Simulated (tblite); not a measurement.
## C3H6F2OS: relaxed scan

System: C3H6F2OS.
Method: GFN2-xTB relaxed scan under a harmonic restraint, gas phase (tblite 0.8.0).

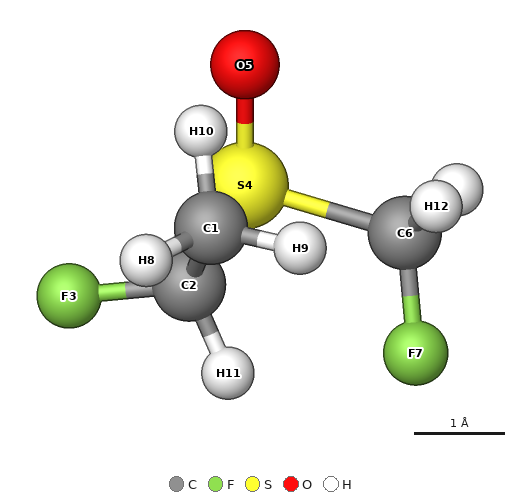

Figure 1. The structure (ball-and-stick view, seen at a tilt; atoms are numbered from 1 in the order of the input). Bond lengths as drawn: C–C 1.51 Å, C–F 1.36 to 1.37 Å, C–H 1.09 Å, C–S 1.88 to 1.90 Å and O–S 1.46 Å.

**Summary**

```json
{"quantity": "outcome", "value": "converged"}
{"quantity": "hardware", "value": "1 CPU thread, shared host"}
{"quantity": "wall time", "value": "0.84 s"}
{"quantity": "peak memory", "value": "0.18 GiB"}
```

**Input**
```
{"job": {"xc": "GFN2-xTB", "basis": "xTB", "coordinate": [["t", [5, 1, 4, 3], 0.3333333333333333], ["t", [1, 4, 5, 3], 0.3333333333333333], ["t", [4, 5, 1, 3], 0.3333333333333333]], "kind": "drive"}, "charge": 0, "multiplicity": 1}
C     -1.402012    -0.664954     0.317830
C     -0.748565     0.112576    -0.794632
F     -1.672403     0.864459    -1.476347
S      0.474528     1.387812    -0.103002
O      0.030287     1.670556     1.255284
C      1.846188     0.125519     0.157438
F      2.152928    -0.502819    -1.008842
H     -2.374842    -1.026544    -0.007425
H     -0.788607    -1.512822     0.608453
H     -1.542119    -0.006859     1.177028
H     -0.227801    -0.492964    -1.540504
H      1.516882    -0.613899     0.889253
H      2.731146     0.660424     0.507738
```

The first line tells a small driver script what to run in tblite; the rest is the geometry in Å.

Run as:
```bash
OMP_NUM_THREADS=1 python <driver script> task.json out
```

**The program's output**
```
point  coordinate     E/eV
  0     45.700     -713.62833
  1     51.400     -713.47241
```
